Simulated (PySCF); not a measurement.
## Run report: C2H8NPSi, NMR shielding calculation

The run: NMR shielding calculation of C2H8NPSi. Method and program: GIAO KT3/pcSseg-1 NMR shielding, non-relativistic, gas phase (PySCF 2.14.0).

The geometry comes from this level: PBE0-D3(BJ)/def2-SVP. Figures and captions count atoms from 1; the log counts them from 0 in places.

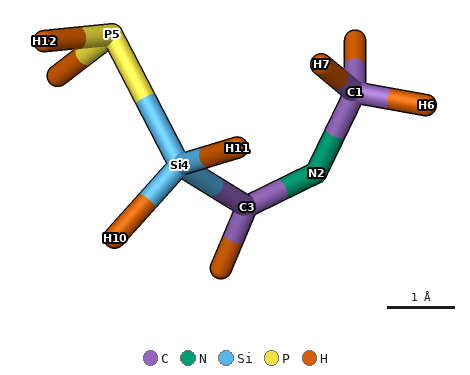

**Figure 1.** The structure as given in the input (stick view, seen at a tilt; atoms are numbered from 1 in the order of the input).

### The input
```
{"job": {"kind": "nmr", "xc": "KT3", "basis": "pcSseg-1", "pop": false}, "charge": 0, "multiplicity": 1}
C      1.883112     0.517742     0.288772
N      1.578209    -0.295983    -0.850358
C      0.451842    -0.873830    -0.945506
Si    -1.034338    -0.832996     0.260061
P     -1.894846     1.268014     0.268528
H      2.803203     0.141363     0.764589
H      1.086269     0.578512     1.056857
H      2.110547     1.540547    -0.053415
H      0.295362    -1.475301    -1.860393
H     -2.006909    -1.859925    -0.221994
H     -0.644303    -1.171090     1.663593
H     -3.179048     0.860899     0.747540
H     -2.284455     1.197491    -1.104976
```

The first line tells a small driver script what to run in PySCF; the rest is the geometry in Å.

Machine: 1 CPU thread, shared host.

### Log
```
coarse grid: 11448 points
cycle   1  E = -773.4670400280  dE =  1.576e-01  |g| = 3.743e-01  |ddm| = 3.150e+00
cycle   2  E = -773.3761432987  dE =  9.090e-02  |g| = 6.917e-01  |ddm| = 1.373e+00
cycle   3  E = -773.4956954222  dE = -1.196e-01  |g| = 2.202e-01  |ddm| = 9.645e-01
cycle   4  E = -773.5069865877  dE = -1.129e-02  |g| = 4.947e-02  |ddm| = 1.920e-01
cycle   5  E = -773.5075973729  dE = -6.108e-04  |g| = 1.241e-02  |ddm| = 6.298e-02
cycle   6  E = -773.5076396331  dE = -4.226e-05  |g| = 4.696e-03  |ddm| = 2.112e-02
cycle   7  E = -773.5076457610  dE = -6.128e-06  |g| = 8.706e-04  |ddm| = 6.399e-03
final grid: 100240 points
cycle   8  E = -773.5386025678  dE = -1.574e-04  |g| = 1.335e-02  |ddm| = 3.612e-02
cycle   9  E = -773.5385858399  dE =  1.673e-05  |g| = 1.211e-02  |ddm| = 2.053e-02
cycle  10  E = -773.5386068066  dE = -2.097e-05  |g| = 7.041e-03  |ddm| = 1.982e-02
cycle  11  E = -773.5386177668  dE = -1.096e-05  |g| = 2.368e-03  |ddm| = 7.201e-03
cycle  12  E = -773.5386191974  dE = -1.431e-06  |g| = 2.123e-04  |ddm| = 1.915e-03
cycle  13  E = -773.5386192095  dE = -1.209e-08  |g| = 5.157e-05  |ddm| = 3.222e-04
cycle  14  E = -773.5386192103  dE = -8.602e-10  |g| = 1.417e-05  |ddm| = 1.087e-04
```

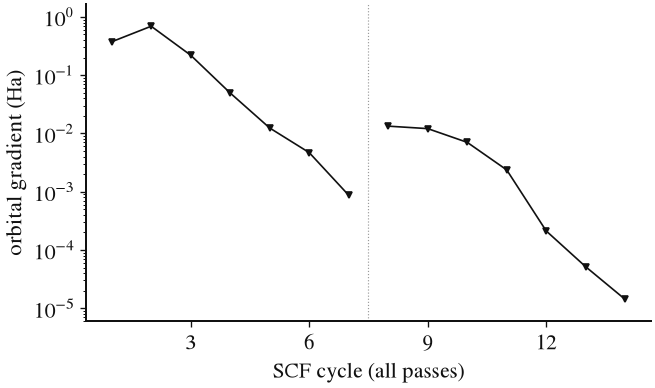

**Figure 2.** Convergence of the self-consistent field: orbital gradient against the SCF cycle. The dotted line marks the change from a coarse to the final integration grid. The first 7 cycles use a coarse grid, the final grid takes over at cycle 8, and the field converges after 14 cycles in all.

```
converged SCF energy = -773.5386192103

GIAO shielding tensors (ppm)
atom      isotropic    diamagn.    paramagn.     s11        s22        s33       span
  0 C      131.112     250.467    -119.355    113.299    114.624    165.413     52.114
  1 N     -171.502     324.918    -496.420   -622.745   -149.129    257.370    880.115
  2 C       23.938     258.139    -234.201    -70.106     29.973    111.949    182.055
  3 Si     438.410     883.179    -444.769    405.240    446.487    463.504     58.264
  4 P      599.624     968.733    -369.109    544.497    577.443    676.931    132.434
  5 H       27.421      28.735      -1.315     25.292     25.976     30.994      5.702
  6 H       27.872      32.702      -4.830     25.127     28.334     30.156      5.029
  7 H       27.405      29.799      -2.394     25.436     26.484     30.294      4.858
  8 H       23.027      30.134      -7.107     20.709     21.536     26.836      6.127
  9 H       27.041      29.784      -2.743     23.608     25.132     32.384      8.776
 10 H       26.562      29.897      -3.335     23.825     25.269     30.592      6.767
 11 H       29.635      28.569       1.066     24.820     26.334     37.751     12.931
 12 H       29.738      29.561       0.177     25.174     27.275     36.764     11.590
```

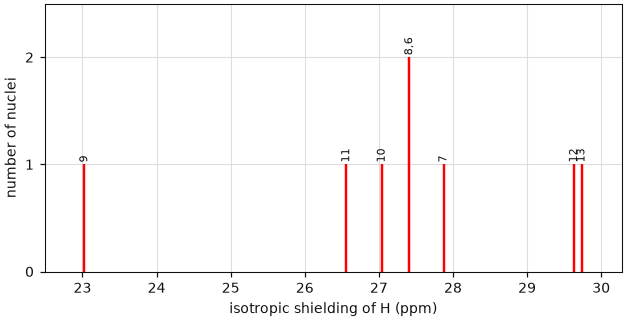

**Figure 3.** Isotropic shieldings of the hydrogen nuclei in this fixed geometry, labelled by atom number; shielding grows to the right, so chemical shift grows to the left. The least shielded is H9 (23.0 ppm), the most shielded H13 (29.7 ppm).

### Key numbers

```tsv
quantity	value
outcome	converged
total energy	−773.538619 hartree
HOMO	−5.71 eV
LUMO	−2.05 eV
dipole moment	1.07 D
isotropic shielding, C	23.9 to 131.1 ppm
isotropic shielding, N	−171.5 ppm
isotropic shielding, Si	438.4 ppm
isotropic shielding, P	599.6 ppm
isotropic shielding, H	23.0 to 29.7 ppm
wall time	16 s
peak memory	0.72 GiB
```
